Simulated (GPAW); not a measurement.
**A GW chain in GPAW: PtS2 (P-3m1)**

Wanted: ground state, empty states, screening and self-energy for PtS2 (P-3m1).

Main program and level: GPAW 26.7.0; PBE and many-body steps on it, plane waves.

## 1. The structure

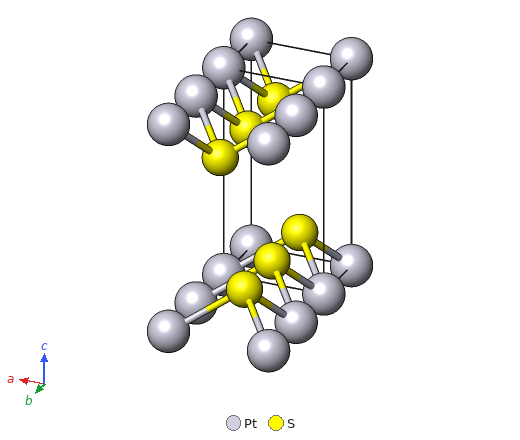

The cell as given, from a free direction (platinum light grey, sulfur yellow). 1×3×1 cells are drawn. Bonds to atoms that aren't drawn are left out. Some periodic images of atoms are drawn too.

The cell and positions are those that the Materials Project relaxed with its own functionals (PBE, PBE+U or r2SCAN), kept fixed. Spin-orbit coupling is left out unless a step names it.

## 2. Ground state

This step: GPAW 26.7.0; DFT, PBE, plane waves, PAW.

The ground-state density comes first.

run.py reads:

```python
import json
import numpy as np
from gpaw.mpi import world
from ase import Atoms
from gpaw import GPAW, PW, FermiDirac

atoms = Atoms(['Pt', 'S', 'S'],
    cell=[[3.5487421893, 0.0000000000, 0.0000000000],
      [-1.7743710947, 3.0733008875, 0.0000000000],
      [0.0000000000, 0.0000000000, 5.5970665400]],
    scaled_positions=[[0.0000000000, 0.0000000000, 0.0000000000],
      [0.6666666667, 0.3333333333, 0.7796640600],
      [0.3333333333, 0.6666666667, 0.2203359400]],
    pbc=(True, True, True))
calc = GPAW(mode=PW(450),
    xc='PBE',
    kpts={'size': (6, 6, 4), 'gamma': True},
    occupations=FermiDirac(0.001),
    nbands=-7,
    convergence={'density': 1e-6, 'bands': -3},
    maxiter=100,
    txt='gs.txt')
atoms.calc = calc
res = {'energy': atoms.get_potential_energy()}
kpts = calc.get_ibz_k_points()
res['kpts'] = kpts
res['eigenvalues'] = [calc.get_eigenvalues(kpt=k) for k in range(len(kpts))]
res['n_electrons'] = calc.get_number_of_electrons()
calc.write('gs.gpw')

if world.rank == 0:
    with open('result.json', 'w') as f:
        json.dump(res, f, default=lambda x: x.tolist())
```

Launch:

```sh
> mpirun -n 4 gpaw python run.py
```

Numbers of over 12 decimals in the logs are rounded to 6 here.

What it wrote:

```text
__  _  _
 | _ |_)|_||  |
 |__||  | ||/\| - 26.7.0

Input parameters:
  mode=PW(ecut=450.000000),
  convergence={'density': 1e-06, 'bands': -3},
  kpts=MonkhorstPack(size=(6, 6, 4), gamma=True),
  maxiter=100,
  nbands=-7,
  occupations=Occupations(name='fermi-dirac', width=0.001, fixmagmom=False),
  xc=XC(name='PBE')
  [... matrices ...]
Diagonalizing LCAO Hamiltonian
Converting LCAO to pw mode

            S

         S

       Pt

Atoms  # Å, Bohr magnetons
|   | symbol |         x |        y |        z |    initial magnetic moments |
| 0 |     Pt |  0.000000 | 0.000000 | 0.000000 | ( 0.0000,  0.0000,  0.0000) |
| 1 |      S |  1.774371 | 1.024434 | 4.363832 | ( 0.0000,  0.0000,  0.0000) |
| 2 |      S | -0.000000 | 2.048867 | 1.233235 | ( 0.0000,  0.0000,  0.0000) |

Unit cell  # Å
| periodic |         x |        y |        z |  lengths |     angles |
|      yes |  3.548742 | 0.000000 | 0.000000 | 3.548742 |  90.000000 |
|      yes | -1.774371 | 3.073301 | 0.000000 | 3.548742 |  90.000000 |
|      yes |  0.000000 | 0.000000 | 5.597067 | 5.597067 | 120.000000 |

Number of symmetries: 12
Symmetry operations  # r_c * U_cc + t_c -> r_c
|    | kind |            matrix            |
|  0 |  σ   |  1, 1, 0,  0,-1, 0,  0, 0, 1 |
|  1 |  S6  |  1, 1, 0, -1, 0, 0,  0, 0,-1 |
|  2 |  E   |  1, 0, 0,  0, 1, 0,  0, 0, 1 |
|  3 |  C2  |  1, 0, 0, -1,-1, 0,  0, 0,-1 |
|  4 |  C2  |  0, 1, 0,  1, 0, 0,  0, 0,-1 |
|  5 |  C3  |  0, 1, 0, -1,-1, 0,  0, 0, 1 |
|  6 |  S6  |  0,-1, 0,  1, 1, 0,  0, 0,-1 |
|  7 |  σ   |  0,-1, 0, -1, 0, 0,  0, 0, 1 |
|  8 |  σ   | -1, 0, 0,  1, 1, 0,  0, 0, 1 |
|  9 |  i   | -1, 0, 0,  0,-1, 0,  0, 0,-1 |
| 10 |  C3  | -1,-1, 0,  1, 0, 0,  0, 0, 1 |
| 11 |  C2  | -1,-1, 0,  0, 1, 0,  0, 0,-1 |

BZ-sampling:
  Number of BZ points: 144
  Number of IBZ points: 24

  Monkhorst-Pack size: [6, 6, 4]
  Monkhorst-Pack shift: [0.083333, 0.083333, 0.125]

K-points  # in reciprocal-cell coordinates
|     |                                coordinates |     weight |
|   0 | (  0.00000000,   0.00000000,   0.00000000) | 0.00694444 |
|   1 | (  0.00000000,   0.00000000,   0.25000000) | 0.01388889 |
|   2 | (  0.00000000,   0.00000000,   0.50000000) | 0.00694444 |
|   3 | (  0.16666667,   0.00000000,  -0.25000000) | 0.04166667 |
|   4 | (  0.16666667,   0.00000000,   0.00000000) | 0.04166667 |
|   5 | (  0.16666667,   0.00000000,   0.25000000) | 0.04166667 |
|   6 | (  0.16666667,   0.00000000,   0.50000000) | 0.04166667 |
|   7 | (  0.33333333,  -0.16666667,   0.00000000) | 0.04166667 |
|   8 | (  0.33333333,  -0.16666667,   0.25000000) | 0.08333333 |
|   9 | (  0.33333333,  -0.16666667,   0.50000000) | 0.04166667 |
| ... |                                            |            |
|  23 | (  0.50000000,   0.50000000,   0.50000000) | 0.02083333 |

Plane wave coefficients: 1338
Cutoff: 450.000000 eV

Spin-components: 1 (collinear spins)
Bands:           21
Projectors:      16
Spin-degeneracy: 2
Datatype:        complex128

  Storage: CPU
  Wave functions: 10_604_160 bytes (2_651_040 per core)
  Projectors: 11_614_080 bytes (2_903_520 per core)
  [... matrices ...]
Parallelization:
  kpt:    4
  domain: 1
  band:   1

Density:
  Valence electrons: 28.0
  Components: 1
  Grid points: [18 18 28]
  Charge: 0.0  # |e|

Potential:
  Grid points: [18 18 28]

species:
  Pt:
    name:    Platinum
    Z:       78.0
    valence: 16
    core:    62
    charge:  0.0  # [|e|]
    compensation charges:
      type: gauss
      rc: 0.41  # [Å]
      lmax: 2
    cutoffs:
      filter: 2.26  # [Å]
      core: 2.26  # [Å]
    projectors
    | kind |    occ | energy [eV] | rcut [Å] |
    |   6s |  1.000 |      -5.628 |    1.307 |
    |   5p |  6.000 |     -56.051 |    1.371 |
    |   6p |  0.000 |      -0.845 |    1.371 |
    |   5d |  9.000 |      -6.153 |    1.307 |
    |    s |        |      21.583 |    1.307 |
    |    d |        |      21.058 |    1.307 |

    Using partial waves for Pt as LCAO basis

  S:
    name:    Sulfur
    Z:       16.0
    valence: 6
    core:    10
    charge:  0.0  # [|e|]
    compensation charges:
      type: gauss
      rc: 0.24  # [Å]
      lmax: 2
    cutoffs:
      filter: 1.77  # [Å]
      core: 1.66  # [Å]
    projectors
    | kind |    occ | energy [eV] | rcut [Å] |
    |   3s |  2.000 |     -17.254 |    0.974 |
    |   3p |  4.000 |      -7.008 |    0.979 |
    |    s |        |       9.957 |    0.974 |
    |    p |        |      20.203 |    0.979 |
    |    d |        |       0.000 |    0.900 |

    Using partial waves for S as LCAO basis

Reference energy: -522090.602563  # eV

eigensolver:
  PPCG
  Converge bands: -3
  niter=2

density mixing:
  MSR1-Mixer
  Pratt-step length: 0.05
  Maximum mixing coefficient: 0.75
  Old densities: 10
  SVD Regularization: 0.005
  Good broyden scale: 1.0
  Trust region scale: 1.0
  Backstep threshold: 4.0
  History deletion threshold: 6.0
  Fourier metric: weight=20.0, sigma=0.015

occupation numbers:
  Fermi-Dirac:
    width: 0.0010  # eV

poisson solver:
  ecut: 3600.000000  # eV

xc functional:
  name: PBE with 2 nearest neighbor stencil

Initialization done in: 1.576 s

convergence criteria:
- Maximum integral of absolute [dens]ity change: 1e-06 electrons / valence electron
- Maximum [total energy] change in last 3 cyles: 0.0005 eV / valence electron
- Maximum integral of absolute [eigenst]ate change: 4e-08 eV^2 / valence electron
maximum number of iterations: 100

SCF iterations
|iter     |     time |      energy | eigst |  dens |
|iter:   1|  |  -17.126163 | +0.83 |       |
|iter:   2|  |  -16.600624 | -0.84 | -1.06 |
|iter:   3|  |  -15.690076 | -0.90 | -1.13 |
|iter:   4|  |  -15.671629 | -2.47 | -1.61 |
|iter:   5|  |  -15.658469 | -2.77 | -1.82 |
|iter:   6|  |  -15.658431c| -4.01 | -2.69 |
|iter:   7|  |  -15.658510c| -4.70 | -3.19 |
|iter:   8|  |  -15.658514c| -5.98 | -3.94 |
|iter:   9|  |  -15.658515c| -6.94 | -4.48 |
|iter:  10|  |  -15.658515c| -7.58c| -4.90 |
|iter:  11|  |  -15.658515c| -8.11c| -5.67 |
|iter:  12|  |  -15.658515c| -8.89c| -6.21c|

Converged in 12 steps
SCF loop duration: 3.151 s (0.263 s/step)
Energy contributions relative to reference atoms: (reference = -522090.602563)
  [... matrices ...]
Energy contributions:
  Kinetic:           0.479570
  Coulomb:          -3.429600
  Zero:             -0.366429
  External:          0.000000
  Xc:              -12.342055
  Entropy:          -0.000000
  Spinorbit:         0.000000
  ----------------------------
  Free energy:     -15.658515
  Extrapolated:    -15.658515

dipole moment: (-6.140075, -10.634922, -19.368220)  # |e|*Ang

Fermi level: 6.755
Eigenvalues  # (at kpt = [0.000, 0.000, 0.000])
| band index |      eig [eV] | occ [0-2] |
|          0 |       -47.657 |     2.000 |
|        ... |               |           |
|          6 |        -0.347 |     2.000 |
|          7 |        -0.347 |     2.000 |
|          8 |         2.313 |     2.000 |
|          9 |         2.313 |     2.000 |
|         10 |         4.120 |     2.000 |
|         11 |         5.001 |     2.000 |
|         12 |         5.001 |     2.000 |
|         13 |         5.485 |     2.000 |
|         14 |         8.320 |     0.000 |
|         15 |         8.320 |     0.000 |
|         16 |        11.114 |     0.000 |
|         17 |        11.185 |     0.000 |
|         18 |        14.095 |     0.000 |
|         19 |        14.095 |     0.000 |
|         20 |        16.695 |     0.000 |

Gap: 1.304 eV
Transition (v -> c):
  (s=0, k=3, n=13, [0.17, 0.00, -0.25]) -> (s=0, k=10, n=14, [0.33, 0.00, -0.25])
Direct/indirect transitions are different
Direct gap: 1.618 eV
Transition at: (s=0, k=3, n=13, [0.17, 0.00, -0.25])
# Writing to gs.gpw (mode='')
  [... matrices ...]
```

Elapsed: 6.8 s, on 4 MPI ranks of AMD EPYC 7R32 (Zen 2), shared host; peak memory 0.66 GiB.

Numbers from this step:

| Quantity | Value |
| --- | --- |
| total energy | -15.66 eV |
| gap | 1.304 eV |
| k of the valence top | 0.1667, 0, -0.25 |
| k of the conduction bottom | 0.3333, 0, -0.25 |
| least direct gap | 1.618 eV |

The gap is indirect, with the least direct gap 0.31 eV higher.

## 3. Empty states on the mesh, 3×3×2 mesh, 148 bands

The sums over transitions need many empty states on a uniform mesh; this step solves for them.

run.py reads:

```python
import json
import numpy as np
from gpaw.mpi import world
from gpaw import GPAW

calc = GPAW('gs.gpw').fixed_density(kpts={'size': (3, 3, 2), 'gamma': True},
    parallel={'domain': 1, 'band': 1},
    txt='nscf.txt')
calc.diagonalize_full_hamiltonian(nbands=148)
calc.write('full.gpw', mode='all')
res = {}
kpts = calc.get_ibz_k_points()
res['kpts'] = kpts
res['eigenvalues'] = [calc.get_eigenvalues(kpt=k) for k in range(len(kpts))]
res['n_electrons'] = calc.get_number_of_electrons()

if world.rank == 0:
    with open('result.json', 'w') as f:
        json.dump(res, f, default=lambda x: x.tolist())
```

Launch:

```sh
> mpirun -n 4 gpaw python run.py
```

What it wrote:

```text
Diagonalizing LCAO Hamiltonian
Converting LCAO to pw mode
convergence criteria:
- Maximum integral of absolute [eigenst]ate change: 4e-08 eV^2 / valence electron
maximum number of iterations: 100

SCF iterations
|iter     |     time |      energy | eigst |  dens |
|iter:   1|  |             | +0.85 |       |
|iter:   2|  |             | -0.60 |       |
|iter:   3|  |             | -2.13 |       |
[...]
|iter:   7|  |             | -6.30 |       |
|iter:   8|  |             | -7.21 |       |
|iter:   9|  |             | -7.62c|       |
SCF steps: 9
  __  _  _
 | _ |_)|_||  |
 |__||  | ||/\| - 26.7.0

Input parameters:
  mode=PW(ecut=450.000000),
  convergence={'density': 1e-06, 'bands': -3},
  gpts=array([18, 18, 28]),
  kpts=MonkhorstPack(size=(3, 3, 2), gamma=True),
  maxiter=100,
  nbands=21,
  occupations=Occupations(name='fermi-dirac', width=0.001, fixmagmom=False),
  parallel={'domain': 1, 'band': 1},
  xc=XC(name='PBE')
Matrix size: 1315x1315
# Writing to full.gpw (mode='all')
  [... matrices ...]

timing:  # [seconds]
  Total: 3.311  # ━━━━━━━━━━━━━━━━━━━━━━━━━━━━━━━━━━━━━━━━━━━━━━━━━━━━━━━━━━━
```

Elapsed: 7.6 s, on 4 MPI ranks; peak memory 1.1 GiB; 29 s of CPU time.

Numbers from this step:

- gap: 1.520 eV
- k of the valence top: 0, 0, 0
- k of the conduction bottom: 0.3333, 0.3333, 0
- least direct gap: 2.400 eV
- k points computed: 6
- lowest point of the top converged band, above the valence top: 89.0463 eV

On this mesh the gap is 1.520 eV. The earlier step found 1.304 eV, so this mesh misses an edge.

## 4. Screening and self-energy, 3×3×2 mesh, 138 bands, screening to 100 eV

G0W0 replaces the xc potential by the self-energy, built once from these orbitals. Only a window of levels is corrected, while the sums run over the empty bands that the input names.

This step: G0W0 on PBE, plane waves, PAW.

run.py reads:

```python
import json
import numpy as np
from gpaw.mpi import world
from gpaw.response.g0w0 import G0W0

gw = G0W0('full.gpw',
    filename='gw',
    kpts=[0, 3, 4],
    bands=(12, 16),
    ecut=100,
    nbands=138,
    integrate_gamma='WS',
    ppa=True)
gw.calculate()
res = {mode: {k: v for k, v in r.items() if k != 'sigma_eskwn'}
       for mode, r in gw.all_results.items()}

if world.rank == 0:
    with open('result.json', 'w') as f:
        json.dump(res, f, default=lambda x: x.tolist())
```

Launch:

```sh
> mpirun -n 4 gpaw python run.py
```

What it wrote:

```text
Using integrator: PointIntegrator
FrequencyGridDescriptor(from 0.000+0.000j to 0.000+27.211j eV, 2 points)
Nonperiodic BCs:  [False False False]
Using integrator: PointIntegrator
FrequencyGridDescriptor(from 0.000+0.000j to 0.000+27.211j eV, 2 points)
Nonperiodic BCs:  [False False False]
  ___  _ _ _
 |   || | | |
 | | || | | |
 |__ ||_____|
 |___|

BZ k-points: Symmetries present (total): 12

  [... matrices ...]
18 k-points: 3 x 3 x 2 Monkhorst-Pack grid + [0.000000,0.000000,1/4]
6 k-points in the irreducible part of the Brillouin zone
       k-points in crystal coordinates                weights
   0:     0.00000000    0.00000000    0.00000000          1/18
   1:     0.00000000    0.00000000    0.50000000          1/18
   2:     0.33333333    0.00000000    0.00000000          6/18
   3:     0.33333333    0.00000000    0.50000000          6/18
   4:     0.33333333    0.33333333    0.00000000          2/18
   5:     0.33333333    0.33333333    0.50000000          2/18

Distributing spins, k-points and bands (1 x 3 x 4) over 4 processes
Number of blocks: 1

Quasi particle states:
k-points (IBZ indices): [0, 3, 4]
Band range: (12, 16)
  [... matrices ...]
Computational parameters:
Plane wave cut-off: 100 eV
Number of bands: 138
Coulomb cutoff: None
Broadening: 0.1 eV

fxc modes: GW
Kernel: RPA
Using Godby-Needs plasmon-pole approximation:
  Fitting energy: i*E0, E0 = 1.000 Hartree
Summing all q:

Calculating screened Coulomb potential
No Coulomb truncation
FrequencyGridDescriptor(from 0.000+0.000j to 0.000+27.211j eV, 2 points)
Removing empty qpoint cache files...

Calculating chi0 body with:
    Ground state adapter containing:
    Number of spins: 1
    Number of kpoints: 18
    Number of irreducible kpoints: 6
    Number of completely occupied states: 14
    Number of partially occupied states: 14
    Occupied states memory: 1.93798828125 M / cpu

    Linear response parametrization:
    q_c: [0.0, 0.0, 0.0]
    Number of frequency points: 2
    Planewave cutoff: 100.0
    Number of bands: 138
    Number of planewaves: 135
    Broadening (eta): 1e-06
    comm.size: 4
    kncomm.size: 4
    blockcomm.size: 1

    Memory estimate of potentially large arrays:
        chi0_wGG: 0.556183 M / cpu
Integrating chi0 body.

Symmetries of q_c:
    Direct symmetries (Uq -> q): 12
    Indirect symmetries (TUq -> q): 0
In total 12 allowed symmetries.

  [... matrices ...]
6 groups of equivalent kpoints. 66.666667% reduction.

Integral kind: response function
Integrating chi0 head and wings.

Symmetries of q_c:
    Direct symmetries (Uq -> q): 12
    Indirect symmetries (TUq -> q): 0
In total 12 allowed symmetries.

  [... matrices ...]
6 groups of equivalent kpoints. 66.666667% reduction.

Integral kind: response function wings

Calculating chi0 body with:
    Ground state adapter containing:
    Number of spins: 1
    Number of kpoints: 18
    Number of irreducible kpoints: 6
    Number of completely occupied states: 14
    Number of partially occupied states: 14
    Occupied states memory: 1.93798828125 M / cpu

[... the further q-points ...]

Results:
f:      Occupation numbers
eps:     KS-eigenvalues [eV]
vxc:     KS vxc [eV]
exx:     Exact exchange [eV]
sigma:   Self-energies [eV]
dsigma:  Self-energy derivatives
Z:       Renormalization factors
qp:      QP-energies [eV]

k-point 0 (0): (0.000, 0.000, 0.000)                GW
band       f     eps     vxc     exx   sigma  dsigma       Z      qp
                                                                   GW
  12   1.000   5.001 -16.374 -18.342   1.553  -0.286   0.777   4.678
  13   1.000   5.485 -15.785 -17.152   1.066  -0.294   0.773   5.252
  14   0.000   8.320 -20.684 -17.022  -2.645  -0.280   0.781   9.115
  15   0.000   8.320 -20.684 -17.022  -2.645  -0.280   0.781   9.115

k-point 1 (3): (0.333, 0.000, 0.500)                GW
band       f     eps     vxc     exx   sigma  dsigma       Z      qp
                                                                   GW
  12   1.000   4.420 -19.595 -22.718   2.835  -0.287   0.777   4.196
  13   1.000   4.917 -18.754 -21.486   2.476  -0.292   0.774   4.718
  14   0.000   7.317 -20.796 -17.167  -2.700  -0.275   0.784   8.046
  15   0.000   7.908 -20.224 -16.392  -2.840  -0.283   0.780   8.681

k-point 2 (4): (0.333, 0.333, 0.000)                GW
band       f     eps     vxc     exx   sigma  dsigma       Z      qp
                                                                   GW
  12   1.000   4.604 -21.551 -25.218   3.507  -0.293   0.774   4.481
  13   1.000   4.604 -21.551 -25.217   3.507  -0.293   0.774   4.481
  14   0.000   7.005 -20.259 -16.574  -2.768  -0.272   0.786   7.725
  15   0.000   7.005 -20.258 -16.574  -2.768  -0.272   0.786   7.725
```

It took 17 s on 4 MPI ranks; peak memory 1.2 GiB; 67 s of CPU time.

This step gave:

```
G0W0 gap on the points computed              : 2.473 eV
least direct G0W0 gap on the computed points : 3.244 eV
Z at the valence top                         : 0.7729
Z at the conduction bottom                   : 0.7863
starting gap on the mesh                     : 1.520 eV
k of the valence top                         : 0, 0, 0
k of the conduction bottom                   : 0.3333, 0.3333, 0
```

The gap on the mesh goes from 1.52 eV to 2.47 eV, a correction of +0.95 eV. The start differs from the 1.30 eV found before because the two sample other k points.

Limits: finite bands, cutoff and mesh; no spin polarisation; d states lean on the start; no spin-orbit coupling; coarse k mesh. v1 is the top filled band, c1 the lowest empty one. Levels before and after the correction, in eV, zero at the valence-band top of each column:

```
           conduction bottom  valence top
Kohn-Sham               1.52         0.00
     G0W0               2.47         0.00
```

```
                           level  energy (eV)
Kohn-Sham                   Γ v2       -0.483
Kohn-Sham                   Γ v1        0.000
Kohn-Sham                Γ c1-c2        2.836
Kohn-Sham  (0.333 0.333 0) v2-v1       -0.880
Kohn-Sham  (0.333 0.333 0) c1-c2        1.520
     G0W0                   Γ v2       -0.574
     G0W0                   Γ v1        0.000
     G0W0                Γ c1-c2        3.863
     G0W0  (0.333 0.333 0) v2-v1       -0.771
     G0W0  (0.333 0.333 0) c1-c2        2.473
```

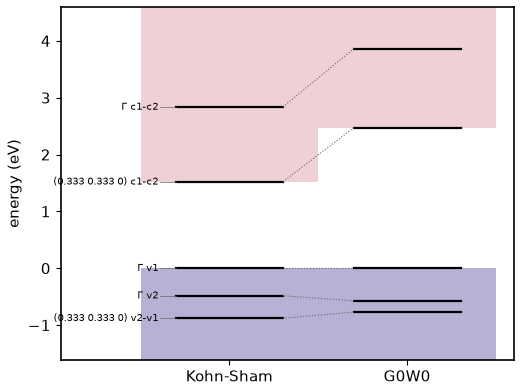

Levels before and after the correction. Shaded: valence and conduction bands.

## 5. Where the time went

Times are wall times on 4 MPI ranks of AMD EPYC 7R32 (Zen 2), shared host, good to a factor of about two.

```
                     step   time  share  memory (GiB)
             ground state  6.8 s   22 %          0.66
 empty states on the mesh  7.6 s   24 %           1.1
screening and self-energy   17 s   54 %           1.2
```

## 6. Summary of results

```yaml
pbe_gap: 1.30 eV, indirect
g0w0_gap_on_the_mesh: 2.47 eV
g0w0_gap_over_the_zone_rigid_shift: 2.26 eV
gw_settings: 3×3×2 mesh, 138 bands, screening to 100 eV, Godby-Needs plasmon pole
known_limits: not at the basis limit; no spin polarisation; d states lean on the start; no spin-orbit coupling; coarse k mesh
```

G0W0 moves the gap on the mesh from 1.52 eV to 2.47 eV (+0.95 eV), with Z of 0.77 and 0.79 at the edges. The mesh misses the band edges by 0.22 eV in all; a rigid shift gives 2.26 eV for the zone. Only 3 of the mesh's irreducible points were corrected, so a valley elsewhere could overtake. The dearest step here is «screening and self-energy». Bands and cutoff are finite, so the gap is not at the basis limit. The miss can reach some tenths of an eV and take either sign; the mesh is an error of its own. These stock PAW sets were not made for GW. In the G0W0 run levels were corrected at 3 k points alone, so a gap called «on the mesh» is the least over those, and an edge elsewhere would be missed. A denser mesh or path gives a starting gap of 1.30 eV: the GW mesh misses a band edge, so its gaps are not the fundamental one. The 3×3×2 mesh is coarse for this cell, which bears on the long-range parts of exchange and screening. The runs have no spin polarisation. For a closed low-spin shell that is the natural state; where a d or f shell is open it is a constraint, and the gap is then not the crystal's own. With d states at the gap, one-shot GW leans hard on its start. The many-body steps are scalar-relativistic: spin-orbit coupling is not in them.

[Paths, hosts, dates, memory and timing lines, banners, echoed tables and standing remarks are left out of the program output.]

[Logs are printed without paths, hosts, clocks, repeated set-up lines and the standing remarks that a program may print on its own settings, such as how far it seeks lower states.]

[Runs of the session that timed out or met a known fault of the program may be left out.]

[Hosts, paths, dates, database ids (printed as entryN), source tags and the programs' standing remarks are cut or masked in the printed files.]
